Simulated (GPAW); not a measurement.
# SbCl2 (SMILES [Cl][Sb][Cl]) at URPBE-D4/real-space grid (scalar-relativistic datasets)

Aim: a structure relaxation of SbCl2. The job is set up through an ASE script.

Program for the calculation: GPAW 26.7.0.

2 further runs of the same task are left out: 2 set aside as unsound or not needed. Runs told in other sessions of the task aren't counted.

## 1. The system as given

SbCl2 has 3 atoms, charge 0, and is taken as a doublet. As SMILES, `[Cl][Sb][Cl]`. The coordinates come from a PBE0-D4/def2-TZVP relaxation. The run starts from this shape.

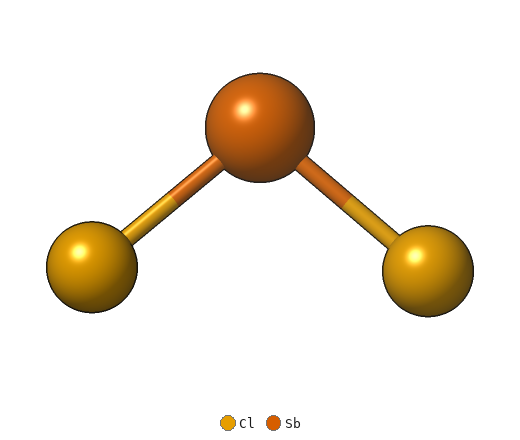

The structure, seen from a chosen angle (chlorine amber, antimony orange).

## 2. A geometry optimisation at URPBE-D4/real-space grid (scalar-relativistic datasets)

Cl2Sb.py

```python
from ase import Atoms
from ase.calculators.mixing import SumCalculator
from ase.io import write
from ase.optimize import QuasiNewton
from dftd4.ase import DFTD4
from gpaw import GPAW

# Atomic positions
system = Atoms('ClSbCl',
    positions=[[  1.049100,   1.312300,   0.708100],
               [ -0.817500,   0.443300,  -0.396700],
               [ -0.242500,  -1.820400,  -0.324700]])
system.center(vacuum=5.0)
system.set_initial_magnetic_moments([1.0, 0.0, 0.0])

# Calculator
calculator = GPAW(mode='fd',
                  h=0.18,
                  xc='RPBE',
                  occupations={'name': 'fermi-dirac', 'width': 0.0, 'fixmagmom': True},
                  maxiter=100,
                  symmetry='off',
                  txt='-')
system.calc = SumCalculator([DFTD4(method='RPBE'), calculator])

opt = QuasiNewton(system, trajectory='Cl2Sb.traj')
converged = opt.run(fmax=0.03, steps=60)
print('Converged:', converged)
print(f'Final energy: {system.get_potential_energy():.5f} eV')
print(f'r(Cl2-Sb1)              {system.get_distance(2, 1):.4f} Ang')
print(f'r(Sb1-Cl0): {system.get_distance(1, 0):.4f} Ang')
write('relaxed.xyz', system)
```

Command:

```console
$ python3 Cl2Sb.py
```

Output:

```text
[...]
Number of symmetries: 1
[...]
  Number of IBZ points: 1
[...]
Spin-components: 2 (collinear spins)
Bands:           17
[...]
  Valence electrons: 29.0
[...]
  Grid points: [64 72 60]
  Charge: 0.0  # |e|
[...]
    cutoffs:
[...]
occupation numbers:
  Fixed magnetic moment: 1.000
[...]
xc functional:
  name: RPBE with 2 nearest neighbor stencil
[...]
|iter     |     time |      energy | eigst |  dens |  magmom |
[...]
|iter:   1| 00:00:08 |   -8.867665 | +0.68 |       |  +1.0010|
[...]
Converged in 15 steps
[...]
dipole moment: (-0.398096, 0.225528, -0.193129)  # |e|*Ang
Total magnetic moment: (0.000000, 0.000000, 1.000000)
[...]
Converged in 13 steps
[...]
Converged in 11 steps
[...]
Converged in 8 steps
[...]
Converged in 9 steps
[...]
|iter:   9| 00:05:18 |   -8.947096c| -7.60c| -5.62c|  +1.0000|
Converged in 9 steps
[...]
Energy contributions relative to reference atoms: (reference = -201408.456735)
Energy contributions:
  Kinetic:           6.134418
  Coulomb:          -7.879637
  Zero:              0.483111
  External:          0.000000
  Xc:               -7.684988
  Entropy:           0.000000
  Spinorbit:         0.000000
  ----------------------------
  Free energy:      -8.947096
  Extrapolated:     -8.947096
[...]
Total magnetic moment: (0.000000, 0.000000, 1.000000)
Local magnetic moments
|        x |        y |        z |
|----------|----------|----------|
| 0.000000 | 0.000000 | 0.029600 |  # Cl   0
| 0.000000 | 0.000000 | 0.329283 |  # Sb   1
| 0.000000 | 0.000000 | 0.029507 |  # Cl   2
Fermi levels: -3.393, -4.676
Eigenvalues  # (at kpt = [0.000, 0.000, 0.000])
| band index |      eig [eV] | occ [0-1] |      eig [eV] | occ [0-1] |
|------------|---------------|-----------|---------------|-----------|
|          0 |       -34.745 |     1.000 |       -34.731 |     1.000 |
|        ... |               |           |               |           |
|          7 |       -14.135 |     1.000 |       -13.650 |     1.000 |
|          8 |        -9.805 |     1.000 |        -9.735 |     1.000 |
|          9 |        -8.931 |     1.000 |        -8.795 |     1.000 |
|         10 |        -8.611 |     1.000 |        -8.325 |     1.000 |
|         11 |        -7.978 |     1.000 |        -7.841 |     1.000 |
|         12 |        -7.827 |     1.000 |        -7.719 |     1.000 |
|         13 |        -7.733 |     1.000 |        -7.714 |     1.000 |
|         14 |        -5.288 |     1.000 |        -4.063 |     0.000 |
|         15 |        -2.722 |     0.000 |        -2.449 |     0.000 |
|         16 |        -2.706 |     0.000 |        -2.423 |     0.000 |
Gap: 1.341 eV
Transition (v -> c):
[...]
Forces  # eV/Ang
|        x |        y |        z |
|----------|----------|----------|
|  0.04671 |  0.06965 |  0.03520 |  # Cl   0
| -0.01106 |  0.01661 | -0.01010 |  # Sb   1
| -0.00712 | -0.04665 | -0.01451 |  # Cl   2
Force computation time: 0.184  # s
BFGSLineSearch:    4[  5] hh:mm:ss       -9.259677       0.0228
Converged: True
Final energy: -9.25968 eV
r(Cl2-Sb1)              2.3730 Ang
r(Sb1-Cl0): 2.3714 Ang
```

It took 5.3 min on 1 thread of Intel Xeon Platinum 8223CL at 3.00GHz (Skylake/Cascade Lake), shared host; peak memory 1 GiB.

The path in brief:

| step | energy from the first frame kept (eV) | largest force (eV/Å) |
| --- | --- | --- |
| 0 | 0.0000 | 0.6466 |
| 1 | -0.0159 | 0.0411 |
| 2 | -0.0161 | 0.0353 |
| 3 | -0.0165 | 0.0561 |
| 4 | -0.0167 | 0.0228 |

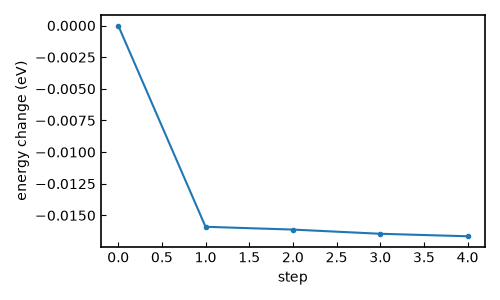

Energy along the run.

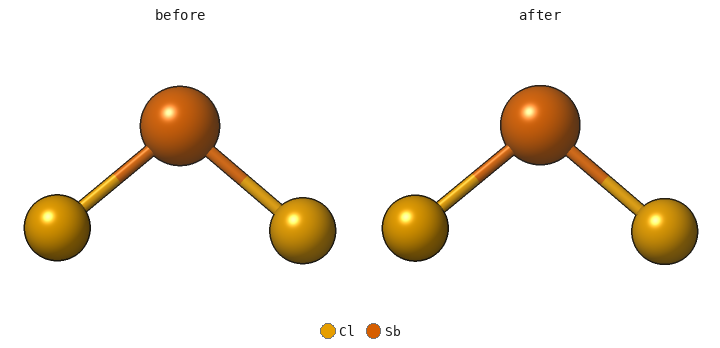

Before and after, at one scale.

After the run. Bond lengths: Cl1–Sb2 2.371 Å, Sb2–Cl3 2.373 Å. Angles: Cl1–Sb2–Cl3 98.7°.

## 3. Outcome

At URPBE-D4/real-space grid (scalar-relativistic datasets):

| quantity | value |
| --- | --- |
| energy as printed (from the program's reference atoms) | -9.2597 eV |
| dipole moment | 2.59 D |
| HOMO energy (highest over α and β) | -5.29 eV |
| LUMO energy (lowest over α and β) | -4.06 eV |
| dispersion energy | -30.16 kJ/mol |

**Reading.** At the final geometry: Bond lengths: Cl1–Sb2 2.371 Å, Sb2–Cl3 2.373 Å. Angles: Cl1–Sb2–Cl3 98.7°. The optimisation took 4 steps and changed the energy by -0.017 eV.
